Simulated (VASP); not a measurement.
Here is the system:

```
Er
1.0
    1.77618    -3.07643     0.00000
    1.77618     3.07643     0.00000
    0.00000     0.00000     5.46074
Er
2
Cartesian
  1.77618   1.02548   1.36519
  1.77618  -1.02548   4.09556
```

Level of theory: optB88-vdW, VASP's PBE PAW potentials (set 64) (plane waves; VASP). Run with 520 eV cut-off, 13×13×8 Γ-centred mesh, tetrahedra with Blöchl corrections, potentials Er_3.

The 4f electrons are frozen in the core of the lanthanide potential, so 4f levels, which can set the real gap, and their magnetism are missing.

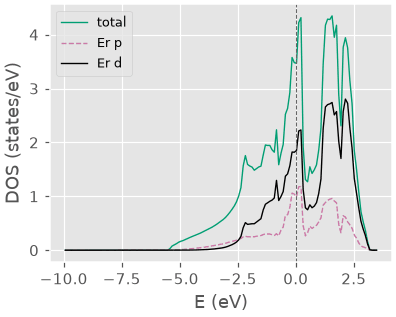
Figure. Total and projected density of states, zero at the Fermi level

Within 2 eV below the Fermi level the largest weight inside VASP's projection spheres is Er d, then Er p.

It has no gap at this level: it comes out as a metal or semimetal.

The compound is Er in the hcp structure. It was relaxed first.
